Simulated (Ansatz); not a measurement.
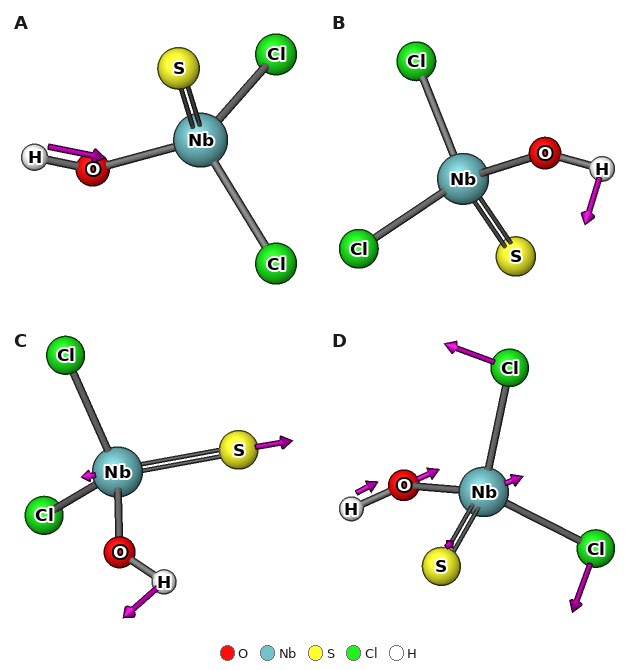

4 normal modes of one molecule or complex, as arrows. The species is neutral and a spin singlet. Harmonic vibrations computed with RKS PBE0-D4/def2-TZVP, core potentials on Nb (Ansatz 0.2.0) at a stationary point of the same level.

Match the panels to the wavenumbers 110 cm⁻¹, 397 cm⁻¹, 594 cm⁻¹, 3896 cm⁻¹.

Answer. A: 3896 cm⁻¹, O–H stretching
B: 397 cm⁻¹, a torsion or out-of-plane motion in which bond lengths and bond angles hardly change
C: 594 cm⁻¹
D: 110 cm⁻¹, Cl–Nb–Cl bending
